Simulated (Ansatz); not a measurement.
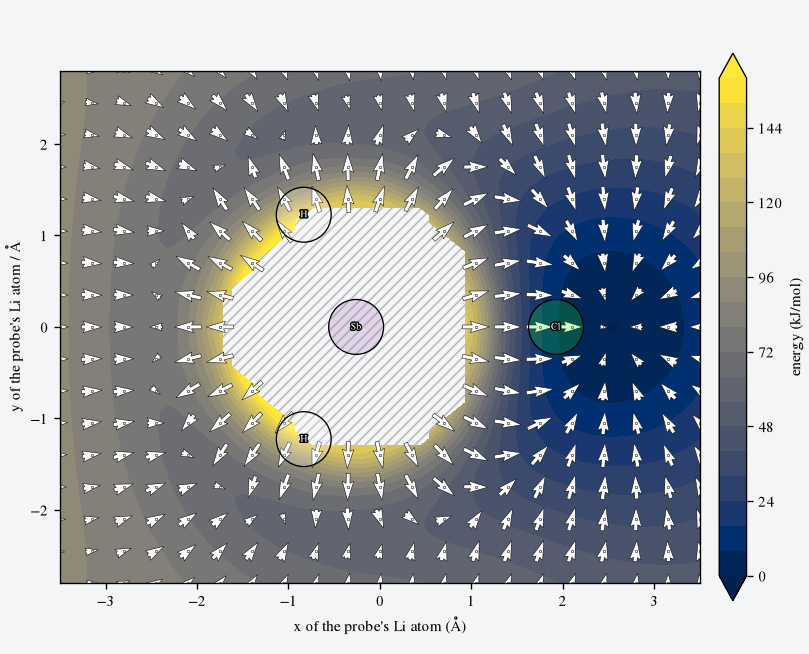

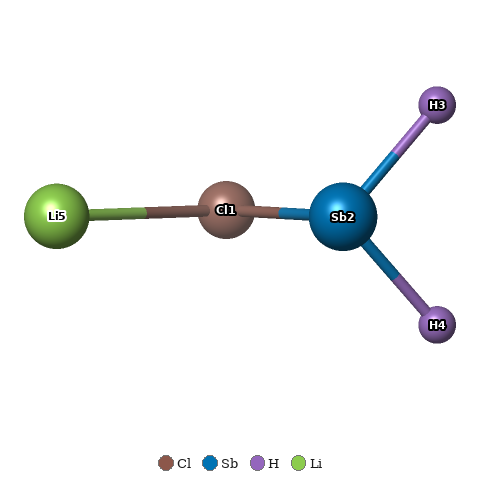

Energy landscape of ClH₂Sb (SMILES [Cl][SbH2]) with the probe Li+. 
- The probe is moved over a plane parallel to the molecule's main plane, 2.43 Å above it.
- First axis: x of the probe's Li atom. Second axis: y of the probe's Li atom.
- Nothing is relaxed (molecule and probe rigid).
- The scan uses a 21 × 17 grid; 165 points were computed and 151 follow by symmetry. At 41 points there is no value (left out of the scan, as a rule where atoms come close).
- Points are written as (first, second).
- Energies: kJ/mol, counted from the lowest grid point.
- Computed with RHF/def2-TZVP in Ansatz.

In the figure: filled contours, dots at the grid points, arrows along the force (downhill), their lengths compressed, labelled circles for the molecule's atoms, projected on the plane, one colour for all values above the top of the scale, hatched blanks where no value was computed. Between grid points the surface is interpolated. The second picture is the structure at the lowest point.

Question: Describe this landscape.

Answer: The lowest grid point is at (2.45 Å, 0.00 Å) [nearest 1 Cl at 2.63 Å]. The highest grid point, (−1.05 Å, −1.05 Å) [nearest 1 Sb at 2.15 Å], lies 160 kJ/mol above the lowest. Near the minimum the well is nearly round, with a curvature of about 0.26 eV/Å².

Grid values (kJ/mol):

| y of the probe's Li atom ↓, x of the probe's Li atom → | −3.15 | −2.45 | −1.75 | −1.05 | −0.35 | 0.35 | 1.05 | 1.75 | 2.45 | 3.15 |
| --- | --- | --- | --- | --- | --- | --- | --- | --- | --- | --- |
| 2.80 | 88 | 83 | 76 | 70 | 66 | 64 | 62 | 57 | 53 | 51 |
| 2.10 | 87 | 78 | 67 | 62 | 62 | 57 | 50 | 43 | 39 | 39 |
| 1.40 | 85 | 73 | 69 | 100 | 134 | 104 | 52 | 27 | 21 | 23 |
| 0.70 | 84 | 73 | 102 | – | – | – | 91 | 18 | 6 | 10 |
| 0.00 | 84 | 75 | 129 | – | – | – | 124 | 17 | 0 | 5 |
| −0.70 | 84 | 73 | 102 | – | – | – | 91 | 18 | 6 | 10 |
| −1.40 | 85 | 73 | 69 | 100 | 134 | 104 | 52 | 27 | 21 | 23 |
| −2.10 | 87 | 78 | 67 | 62 | 62 | 57 | 50 | 43 | 39 | 39 |
| −2.80 | 88 | 83 | 76 | 70 | 66 | 64 | 62 | 57 | 53 | 51 |

The table holds every second grid line.

The input of one point:

```yaml
crystal:
  periodic: [false, false, false]
  atoms:
    - { symbol: Cl, position_ang: [1.925621, 0.0, -0.151951] }
    - { symbol: Sb, position_ang: [-0.260047, 0.0, 0.731819] }
    - { symbol: H, position_ang: [-0.832788, -1.227044, -0.289934] }
    - { symbol: H, position_ang: [-0.832787, 1.227045, -0.289934] }
    - { symbol: Li, position_ang: [2.45, 0.0, 2.43] }
total_charge: 1
basis:
  gaussian: { orbitals: def2-TZVP }
hamiltonian:
  xc: hf
output:
  forces: true
```

Time for the 165 points that were run: 12 min on 1 thread of Arm Neoverse N1, with other jobs on the host.
